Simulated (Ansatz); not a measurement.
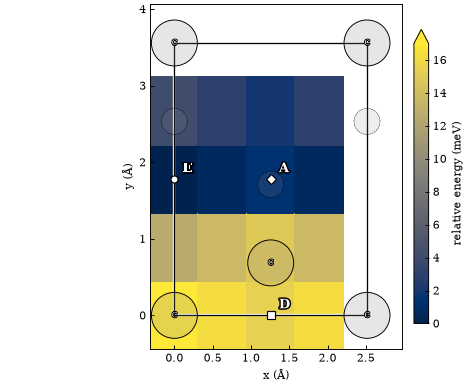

N₂ on a C(110) slab cut from the Fd-3m phase, its upper half relaxed before the scan (20 atoms of substrate and one adsorbate in a 2 × 1 cell). 
- N2 is moved over the surface cell at a fixed height above a rigid substrate; the origin of the map has the adsorbate above C17; the height is held at 3.40 Å.
- Places are given modulo a cell vector. The map is drawn in real space over the plane of the surface.
- Grid: 4 × 4 points; 12 points were computed and 4 follow by symmetry.
- Places are given in fractions of the 1 × 1 surface cell.
- Energies: meV, counted from the lowest grid point.
- At a fixed height the lowest place need not be the adsorption site.
- Theory: DFT PBE+D3(BJ), scalar-relativistic, plane waves, PAW in Ansatz. Settings: cutoff 420 eV, k-mesh 5×8×1, gaussian smearing 0.05 eV, no spin polarisation.

Drawn: one coloured cell a grid point, labelled circles for the atoms of the top layer and small ones for the second layer, the outline of one cell of the plane, one colour for all values above the top of the scale, lettered points.

Rank the lettered points by energy, lowest first.

Answer. E (0.0 meV), A (1.4 meV), D (15.4 meV).

PAW datasets: the set soft_1.
